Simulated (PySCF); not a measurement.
C8H6O2, SMILES c1ccc(cc1C=O)C=O, GFN2-xTB optimised geometry. Atoms within 1.6 Å of the plane z = 1.0 Å (x, y, z in Å): O1 (-2.55, -2.69, 0.00), C2 (-1.35, -2.58, 0.00), C3 (-0.61, -1.31, 0.00), C4 (0.78, -1.29, 0.00), C5 (1.47, -0.09, 0.00), C6 (0.77, 1.11, 0.00), C7 (-0.63, 1.11, 0.00), C8 (-1.36, 2.38, 0.00), O9 (-0.85, 3.47, 0.00), C10 (-1.32, -0.10, 0.00), H11 (-0.69, -3.47, 0.00), H12 (1.32, -2.22, 0.00), H13 (2.55, -0.08, 0.00), H14 (1.28, 2.06, 0.00), H15 (-2.46, 2.27, 0.00), H16 (-2.40, -0.13, 0.00).

Computed with CAM-B3LYP/def2-TZVP (PySCF).

Map of the Laplacian of the electron density (e/bohr⁵) on the plane z = 1.0 Å:

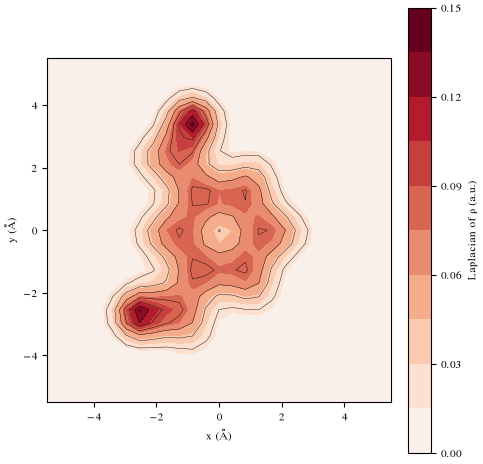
Laplacian of the electron density (e/bohr⁵) on the plane z = 1.0 Å.
